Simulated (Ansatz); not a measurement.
## CH5B (BH2Me): the energy, rung by rung

CH5B has 7 atoms, charge 0, and is taken as a singlet. SMILES: `[H]B([H])C`. The coordinates come from a GFN2-xTB relaxation.

```xyz
7

B     0.4448    0.7811    0.0063
H     1.6149    0.7823    0.0090
H    -0.1297    1.7981   -0.0614
C    -0.3372   -0.5740    0.0397
H    -0.4056   -0.9294   -0.9911
H    -1.3583   -0.4963    0.4055
H     0.1709   -1.3619    0.5920
```

Quantity: the energy change with the B1–H2 bond stretched from 1.170 to 1.755 Å, in eV. The values are calculated.

```tsv
level	kind	program	value (eV)	less FCI/STO-3G	CPU time (all runs)
HF/STO-3G (restricted)	Hartree–Fock	Ansatz	3.14	+0.81	0.1 s
SVWN5/STO-3G (restricted)	LDA	Ansatz	2.42	+0.09	1 s
BLYP/STO-3G (restricted)	GGA	Ansatz	2.29	-0.04	1.5 s
BHLYP/STO-3G (restricted)	global hybrid	Ansatz	2.80	+0.47	1.5 s
wB97M-V/STO-3G (restricted)	range-separated hybrid	Ansatz	2.61	+0.28	27 s
RPA@PBE/STO-3G (restricted)	RPA	Ansatz	2.28	-0.05	2.3 s
MP2/STO-3G (restricted)	perturbation theory	Ansatz	2.68	+0.35	0.12 s
CCSD/STO-3G (restricted)	coupled cluster or CI	Ansatz	2.35	+0.02	0.16 s
FCI/STO-3G	exact in the basis	Ansatz	2.33	0.00	19 s
```

FCI/STO-3G is exact within its basis and frozen core, so for wave-function methods in that basis the difference is their error; functionals converge differently with the basis, so for them it is only a difference. A spin-restricted reference rises too steeply as a bond breaks; here HF/STO-3G, BHLYP/STO-3G lie well above the multireference or unrestricted value. The first shape isn't each level's own minimum. The values span 2.28 to 3.14 eV. All rows use very small basis sets, so none should be taken for the real molecule's value. In so small a basis fixed costs decide the times, and correlated methods can beat functionals. CPU times are rough (shared hosts, several kinds of processor and program).

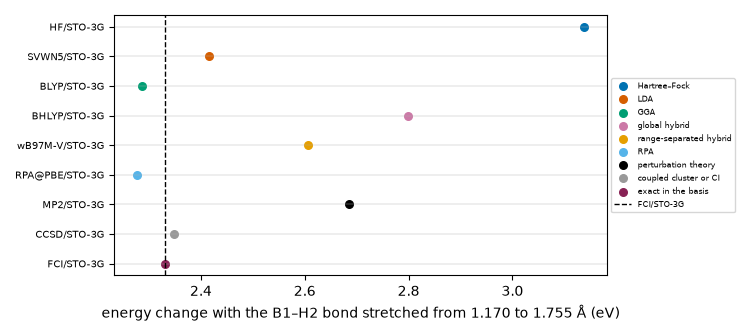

The values of the table, level by level.
